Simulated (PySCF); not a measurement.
```yaml
atoms:
  - { symbol: N, position_ang: [-1.8392, 0.9044, -0.1814] }
  - { symbol: Si, position_ang: [-1.5539, -0.7986, -0.2608] }
  - { symbol: Si, position_ang: [0.7329, -1.0170, -0.5037] }
  - { symbol: Si, position_ang: [2.0398, 0.7912, 0.1116] }
  - { symbol: H, position_ang: [-1.4543, 1.5023, -0.8950] }
  - { symbol: H, position_ang: [-2.7623, 1.2288, 0.0580] }
  - { symbol: H, position_ang: [-2.3345, -1.4762, -1.3172] }
  - { symbol: H, position_ang: [-2.1121, -1.2842, 1.0057] }
  - { symbol: H, position_ang: [1.0507, -1.3688, -1.9022] }
  - { symbol: H, position_ang: [1.1756, -2.2161, 0.2300] }
  - { symbol: H, position_ang: [1.6992, 1.2923, 1.4455] }
  - { symbol: H, position_ang: [3.4803, 0.5182, 0.1378] }
  - { symbol: H, position_ang: [1.8735, 1.9241, -0.8076] }
```

Geometry: GFN2-xTB.

Theory: PBE0/pcSseg-1, SCF density, gas phase, non-relativistic in PySCF.

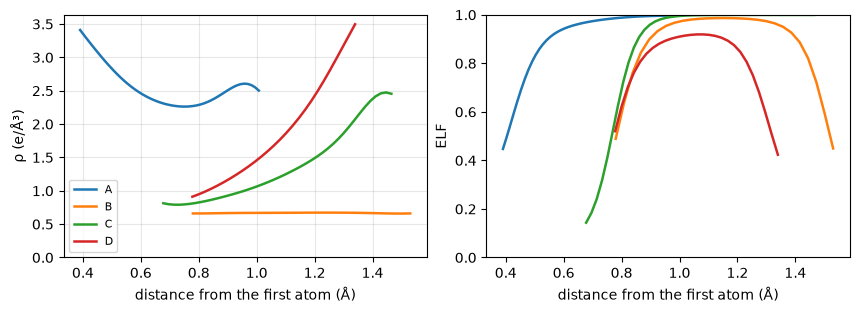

H$_{9}$NSi$_{3}$ (SMILES N[SiH2][SiH2][SiH3]). Total electron density and ELF along straight lines between neighbouring atoms. The curves leave out the atomic cores.

### Which curve belongs to which contact (N–H, Si–H, Si–N and Si–Si)? The first atom named is at distance zero.

Curve A: N–H (1.01 Å): ρ at the midpoint is about 2.8 e/Å³; the ELF climbs to about 1 towards the hydrogen, as it does in any bond to H: a covalent bond by its length. Curve B: Si–Si (2.31 Å): the density is about 0.67 e/Å³ at the midpoint; the ELF peaks at about 1 between the atoms: localised, covalent bonding. Curve C: Si–H (1.47 Å): ρ is about 0.79 e/Å³ halfway; the ELF climbs to about 1 towards the hydrogen. Curve D: Si–N (1.73 Å): ρ at the midpoint is about 1.1 e/Å³; the ELF peaks at about 0.90 between the atoms (a shared but strongly polarised pair).
